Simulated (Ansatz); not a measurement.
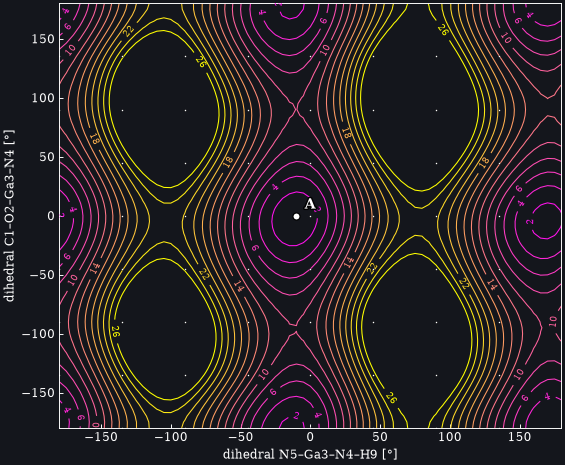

CH7GaN2O, SMILES C[O][Ga]([NH2])[NH2]. Coordinates scanned: (1) dihedral N5–Ga3–N4–H9; (2) dihedral C1–O2–Ga3–N4. Nothing is relaxed (all other coordinates rigid). Grid: 8 × 8 points. Points are written as (first, second). Energies: kJ/mol, counted from the relaxed molecule at the same level. All numbers below come from RKS PBE0-D4/def2-SVP in Ansatz 0.2.0.

The picture shows contour lines labelled in kJ/mol (none above 26), dots at the grid points, the point A. Between grid points the surface is interpolated.

Q: What is the easiest way out of the well at A, and how high is the barrier?

A: The easiest path leads from the well at about (−10°, 0°) to the well at about (−15°, −180°), about 1.2 kJ/mol higher (on a rigid scan; wells that are mirror images or exchange like atoms can differ by this much). Its highest point lies about 9.6 kJ/mol above the bottom of the first well on the interpolated surface, at about (−10°, 90°). Seen from the upper well the barrier is about 8.5 kJ/mol. The start is the relaxed structure and all else is held, so a fully relaxed path at this level can only be lower.

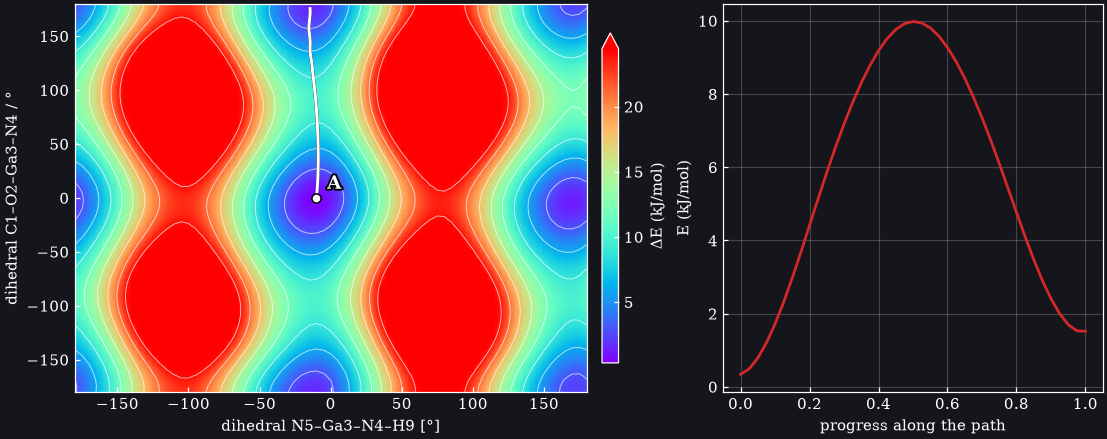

Drawn: a smooth colour map with a few white contour lines, a line along the lowest path, one colour for all values above the top of the scale, the energy along the path at the right. Between grid points the surface is interpolated.
